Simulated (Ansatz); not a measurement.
# ClF2H3MgO: what the fields show

Input file:

```
crystal:
  periodic: [false, false, false]
  atoms:
    - { symbol: Mg, position_ang: [0.646029, -1.060336, -0.872482] }
    - { symbol: F, position_ang: [2.360728, -1.084733, -0.01587] }
    - { symbol: Cl, position_ang: [-1.055144, -1.613529, -2.158121] }
    - { symbol: H, position_ang: [-0.929296, 1.139249, 0.924751] }
    - { symbol: O, position_ang: [-1.290337, 0.407105, 1.443121] }
    - { symbol: H, position_ang: [1.617022, 0.95328, 0.032266] }
    - { symbol: F, position_ang: [0.805357, 1.008425, -0.397878] }
    - { symbol: H, position_ang: [-2.154458, 0.250638, 1.044113] }
basis:
  gaussian: { orbitals: def2-SVP }
hamiltonian:
  xc: pbe0
  dispersion: d4
relax:
  f_tol: 0.03
  max_steps: 50
output:
  orbitals: {}
```

Command:

```sh
ansatz run input.yaml --threads 2 --pin off --max-ram 3072MiB --backend cpu --events-out ev --progress --plain --runs-dir out
```

The fields are those of the run's last geometry, not of the input's.

All numbers below come from Ansatz 0.2.0, RKS PBE0-D4/def2-SVP.

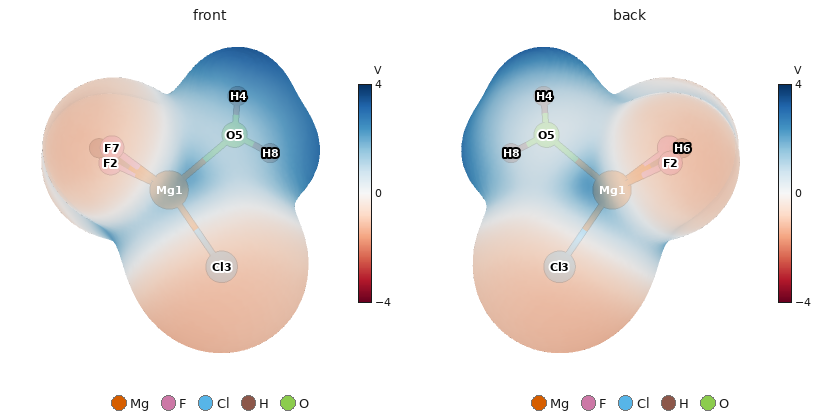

Figure 1. The electrostatic potential painted on the density surface at 0.001 e/bohr³, seen from the front and from behind; red is negative and blue positive.

> Where is the surface potential most negative and most positive?

The most negative region (about −1.2 V) lies over Cl3, the most positive (about +3.3 V) over H4.

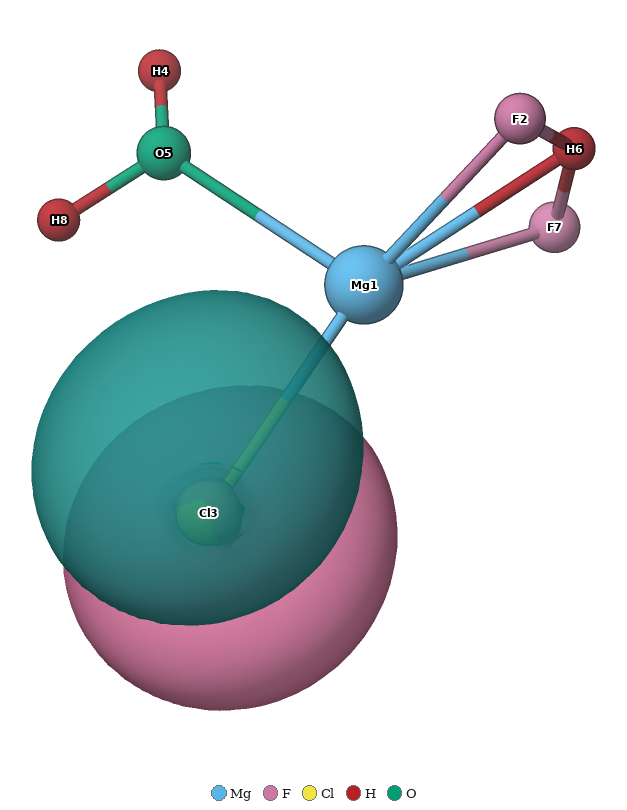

Figure 2. The HOMO at ±0.1 Å⁻³ᐟ² (teal and pink are the two phases), seen at an oblique angle.

> What is the character of this orbital?

It lies mainly on Cl3 (about 90 %); largely a lone pair of Cl3. Its energy is −7.99 eV.

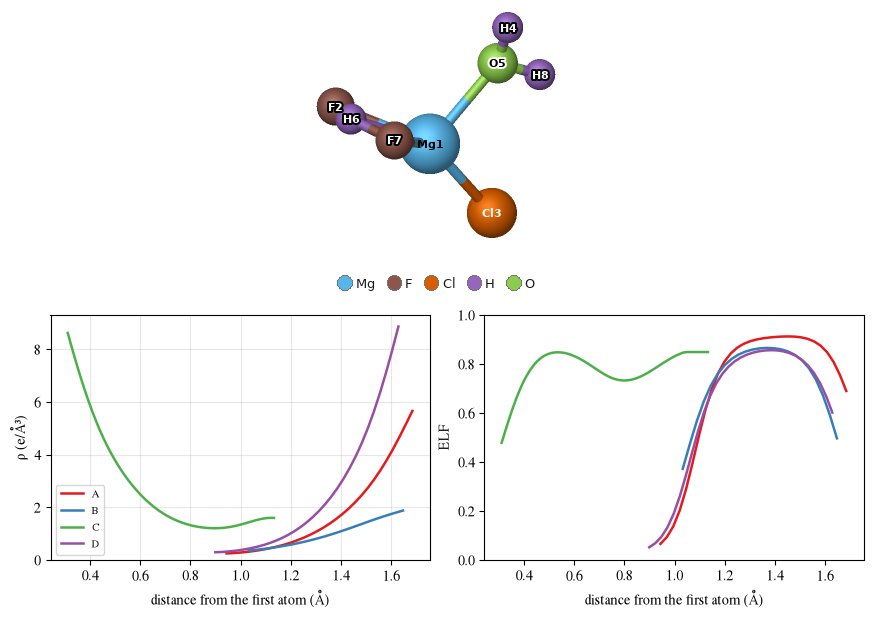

Figure 3. Total electron density and electron localisation function along straight lines between neighbouring atoms. The curves leave out the atomic cores. The structure is drawn too.

> Which curve belongs to which contact (F–H, Mg–Cl, Mg–F and Mg–O)? The first atom named is at distance zero.

Curve A: Mg–O (2.04 Å): the density is about 0.31 e/Å³ at the midpoint; the ELF peaks at about 0.90 in the valence shell of O, 0.6 Å from its nucleus, and is about 0.20 at the midpoint; a largely ionic contact. Curve B: Mg–Cl (2.23 Å): ρ is about 0.46 e/Å³ halfway; the ELF peaks at about 0.85 in the valence shell of Cl, 0.9 Å from its nucleus, and falls to about 0.05 next to Mg; an ionic contact with no shared pair. Curve C: F2···H6 (1.13 Å): the density falls to about 1.2 e/Å³ on the way; the ELF peaks at about 0.85 between the atoms. Curve D: Mg–F (1.94 Å): ρ at the midpoint is about 0.35 e/Å³; the ELF peaks at about 0.85 in the valence shell of F, 0.6 Å from its nucleus, and is about 0.15 at the midpoint: an ionic contact with no shared pair.
